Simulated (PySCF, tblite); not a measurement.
# C4H9NSi: geometry, infrared bands and NMR shifts

Aim: predict the infrared bands and NMR shifts of C4H9NSi (`CC1=N[Si@@H](C)C1`).

Computed with tblite 0.8.0 and PySCF 2.14.0, with density-fitted response routines of our own, on a single molecule in the gas phase. Atoms count from 0, in the outputs and in this text.

### 1 The starting structure

15 atoms, charge 0, multiplicity 1; geometry from: force field or distance geometry start.

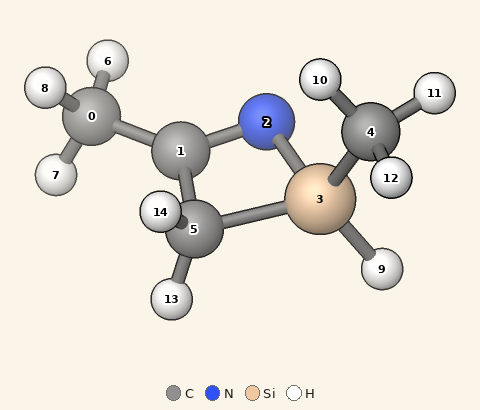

The starting geometry (carbon grey, nitrogen blue, silicon light orange, hydrogen white), atoms numbered.

### 2 Optimising the geometry with GFN2-xTB

Job settings and geometry (Å):

```
{"job": {"kind": "relax", "xc": "GFN2-xTB", "basis": "xTB"}, "charge": 0, "multiplicity": 1}
C      2.473700     0.346400     0.286100
C      1.030600    -0.026900     0.288000
N      0.155500     0.252500     1.204200
Si    -1.161000    -0.559700     0.401700
C     -2.381800     0.658800    -0.136800
C      0.234700    -0.840800    -0.743400
H      2.715400     0.917600     1.184400
H      3.084500    -0.549500     0.248100
H      2.672800     0.959800    -0.592900
H     -1.630400    -1.729400     1.207300
H     -1.913600     1.502700    -0.661200
H     -2.953300     1.069100     0.697300
H     -3.109500     0.224000    -0.829000
H      0.597400    -1.868000    -0.858700
H      0.180700    -0.348700    -1.717000
```

Launch:

```
OMP_NUM_THREADS=1 python probes_run.py task.json out
```

This one command runs all jobs of the session in turn.

**Question.** This job is followed by: GFN2-xTB harmonic vibrations, gas phase; GIAO PBE0/pcSseg-1 NMR shielding, non-relativistic, gas phase. Predict these results of the whole session: strongest single infrared mode (GFN2-xTB); zero-point energy (GFN2-xTB); 13C shifts against TMS (PBE0/pcSseg-1); 1H shifts against TMS (PBE0/pcSseg-1, means over atoms taken as alike); 15N shifts against NH3 (PBE0/pcSseg-1); 29Si shifts against TMS (PBE0/pcSseg-1); surface potential, least and greatest.

As calculated:

```
                                                              quantity                             value
                             strongest single infrared mode (GFN2-xTB)             2282 cm⁻¹, 366 km/mol
                                          zero-point energy (GFN2-xTB)                     74.6 kcal/mol
                                13C shifts against TMS (PBE0/pcSseg-1)       207.2, 31.6, 30.5, -1.0 ppm
1H shifts against TMS (PBE0/pcSseg-1, means over atoms taken as alike)  5.31, 2.36, 2.30, 2.15, 0.43 ppm
                                15N shifts against NH3 (PBE0/pcSseg-1)                         432.7 ppm
                               29Si shifts against TMS (PBE0/pcSseg-1)                          -6.6 ppm
                                 surface potential, least and greatest                -2.14 V and 1.15 V
```

What this shows: Relaxing lowered the energy by 0.334 eV in 64 steps; the close pair that moved most is Si3–C5, from 1.827 to 1.930 Å. All 39 modes are real, so the xTB geometry is a minimum. The strongest single mode, at 2282 cm⁻¹, moves mainly H9. GFN2-xTB is a fitted tight-binding method: band positions and strengths are rough. Its intensities can rank the bands wrongly. At PBE0/pcSseg-1: The largest span, 719 ppm, is at N2, where the paramagnetic term is -495 ppm.
